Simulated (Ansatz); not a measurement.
# FGeH2S: the cost of one run

All numbers below are computed with Ansatz 0.2.0 (UKS r2SCAN-D4/def2-SVP).

## 1. The starting structure

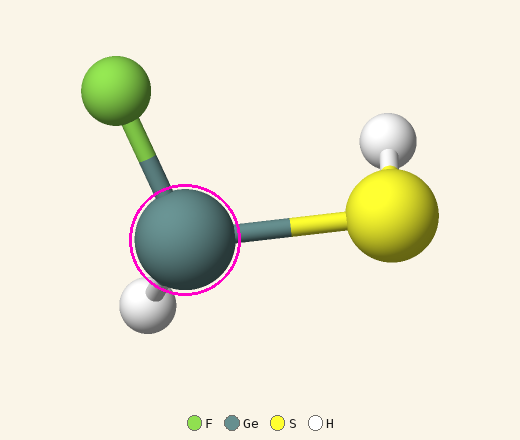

The starting structure, seen from a free direction (fluorine green, germanium teal, sulfur yellow, hydrogen white). Ringed: Ge2.

Coordinates:

```xyz
5

F    -1.2954   -0.4784    1.2903
Ge   -0.5100   -0.7231   -0.2389
S     1.6034   -0.1787   -0.0268
H    -1.0686    0.1608   -1.3552
H     1.3206    1.1458    0.2892
```

## 2. End point A

The input, input.yaml:

```yaml
crystal:
  periodic: [false, false, false]
  atoms:
    - { symbol: F, position_ang: [-1.2954, -0.4784, 1.2903] }
    - { symbol: Ge, position_ang: [-0.51, -0.7231, -0.2389] }
    - { symbol: S, position_ang: [1.6034, -0.1787, -0.0268] }
    - { symbol: H, position_ang: [-1.0686, 0.1608, -1.3552] }
    - { symbol: H, position_ang: [1.3206, 1.1458, 0.2892] }
magnetization:
  spin_polarized: true
  initial_magnetization: 1
basis:
  gaussian: { orbitals: def2-SVP }
hamiltonian:
  xc: r2scan
  dispersion: d4
relax:
  f_tol: 0.015
  max_steps: 40
output:
  orbitals: {}
```

On the command line:

```
> ansatz run input.yaml --threads 2 --pin off --max-ram 3072MiB --backend cpu --events-out ev --progress --plain --runs-dir out
```

What time and memory should one allow on 2 threads of Arm Neoverse V1, shared host?

About 99 s, with a peak of 0.2 GiB.
